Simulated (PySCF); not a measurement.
**LiCl (SMILES [Li][Cl]): CCSDT/cc-pVTZ**

What is the energy change on altering one bond length of LiCl at CCSDT/cc-pVTZ? 

The calculation is run with PySCF 2.14.0.

2 further runs of the same task are left out: 2 set aside as unsound or not needed.

**1. The structure to begin with**

LiCl: 2 atoms, total charge 0, spin state singlet. SMILES: `[Li][Cl]`. The coordinates come from a PBE0-D4/def2-TZVP relaxation.

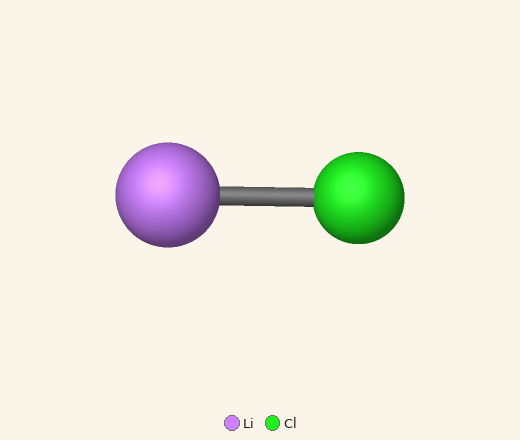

Viewed from a chosen angle; lithium purple, chlorine green.

**2. The energy at CCSDT/cc-pVTZ**

run.py reads:

```python
from pyscf import gto, scf, cc

mol = gto.M(
    atom=[
    ('Li', (0.857060, -0.306110, 0.430800)),
    ('Cl', (-0.857060, 0.306110, -0.430800)),
],
    spin=0,
    basis='cc-pvtz',
    verbose=3,
    max_memory=1860,
)

myscf = scf.RHF(mol)
myscf.conv_tol = 1e-10
myscf.kernel()
if not myscf.converged:
    myscf = myscf.newton().run(myscf.mo_coeff, myscf.mo_occ)

mycc = cc.CCSDT(myscf, frozen=5)
mycc.kernel()
e_tot = mycc.e_tot
print('E(%s) = %.9f' % ('CCSDT', e_tot))
```

The run is started by

```sh
$ OMP_NUM_THREADS=1 python run.py
```

The log of the run:

```text
converged SCF energy = -467.051154952519
_make_eris_incore_RCCSDT

WARN: A large `blksize` is being used, which may cause large memory consumption
      for storing contraction intermediates. If memory is sufficient, consider using
      `pyscf.cc.rccsdt_highm.RCCSDT` instead.

WARN: A large `blksize_oovv` is being used, which may cause large memory consumption
      for storing contraction intermediates. If memory is sufficient, consider using
      `pyscf.cc.rccsdt_highm.RCCSDT` instead.

WARN: A large `blksize_oooo` is being used, which may cause large memory consumption
      for storing contraction intermediates. If memory is sufficient, consider using
      `pyscf.cc.rccsdt_highm.RCCSDT` instead.

RCCSDT converged
E(RCCSDT) = -467.2921055170546   E_corr = -0.2409505645354384
E_corr(same-spin) = -0.0510073529487909
E_corr(oppo-spin) = -0.189943211586648
E(CCSDT) = -467.292105517
```

Wall time 4.7 min (1 thread of Arm Neoverse V2, shared host); peak memory 1.7 GiB.

**3. The distorted shape**

run.py reads:

```python
from pyscf import gto, scf, cc

mol = gto.M(
    atom='Li 2.228328 -0.795876 1.120066; Cl -0.857060 0.306110 -0.430800',
    verbose=4,
    basis='cc-pvtz',
    max_memory=1860,
    charge=0,
)

mf = scf.RHF(mol)
mf.conv_tol = 1e-10
mf.kernel()
if not mf.converged:
    mf = mf.newton().run(mf.mo_coeff, mf.mo_occ)

mycc = cc.CCSDT(mf, frozen=5)
mycc.kernel()
energy = mycc.e_tot
print('E(%s) = %.9f' % ('CCSDT', energy))
```

The run is started by

```sh
$ OMP_NUM_THREADS=1 python run.py
```

The log of the run:

```text
PySCF version 2.14.0

[INPUT] num. atoms = 2
[INPUT] num. electrons = 20
[INPUT] charge = 0
[INPUT] spin (= nelec alpha-beta = 2S) = 0
[INPUT] symmetry False subgroup None
[INPUT] Mole.unit = angstrom
[INPUT] Symbol           X                Y                Z      unit          X                Y                Z       unit  Magmom
[INPUT]  1 Li     2.228328000000  -0.795876000000   1.120066000000 AA    4.210929635700  -1.503987669114   2.116617981437 Bohr   0.0
[INPUT]  2 Cl    -0.857060000000   0.306110000000  -0.430800000000 AA   -1.619608672320   0.578464063991  -0.814094014463 Bohr   0.0

nuclear repulsion = 7.44538598625049
number of shells = 18
number of NR pGTOs = 102
number of NR cGTOs = 64
basis = cc-pvtz
ecp = {}

[... 39 lines left out ...]
converged SCF energy = -466.961891757807
[... 16 lines left out ...]
WARN: A large `blksize` is being used, which may cause large memory consumption
[... 3 lines left out ...]
WARN: A large `blksize_oovv` is being used, which may cause large memory consumption
[... 3 lines left out ...]
WARN: A large `blksize_oooo` is being used, which may cause large memory consumption
[... 4 lines left out ...]
Init t2, MP2 energy = -467.174023688077  E_corr(MP2) -0.212131930270
[... 24 lines left out ...]
RCCSDT converged
[... 3 lines left out ...]
E(CCSDT) = -467.200464283
```

Run time: 5.6 min. Hardware: 1 thread of Arm Neoverse V2, shared host; peak memory 1.7 GiB.

**4. Results**

Level: CCSDT/cc-pVTZ, 5 core orbitals frozen.

| quantity | value |
| --- | --- |
| first shape: total energy | -467.29211 Eh |
| first shape: dipole moment (Hartree–Fock density) | 7.17 D |
| first shape: HOMO energy (Hartree–Fock orbitals) | -10.31 eV |
| first shape: LUMO energy (Hartree–Fock orbitals) | -0.26 eV |
| first shape: HOMO–LUMO gap (Hartree–Fock orbitals) | 10.05 eV |
| first shape: correlation energy (5 core orbitals frozen) | -241.0 mEh |
| first shape: T1 diagnostic | 0.006 |
| distorted shape: total energy | -467.20046 Eh |
| distorted shape: dipole moment (Hartree–Fock density) | 15.16 D |
| distorted shape: HOMO energy (Hartree–Fock orbitals) | -8.13 eV |
| distorted shape: LUMO energy (Hartree–Fock orbitals) | -1.63 eV |
| distorted shape: HOMO–LUMO gap (Hartree–Fock orbitals) | 6.50 eV |
| distorted shape: correlation energy (5 core orbitals frozen) | -238.6 mEh |
| distorted shape: T1 diagnostic | 0.016 |
| energy change with the Li1–Cl2 bond stretched from 2.014 to 3.625 Å | 2.494 eV |

With the Li1–Cl2 bond stretched from 2.014 to 3.625 Å the energy rises by 2.49 eV (241 kJ/mol). The first shape isn't relaxed at this level, so the change isn't measured from a minimum.
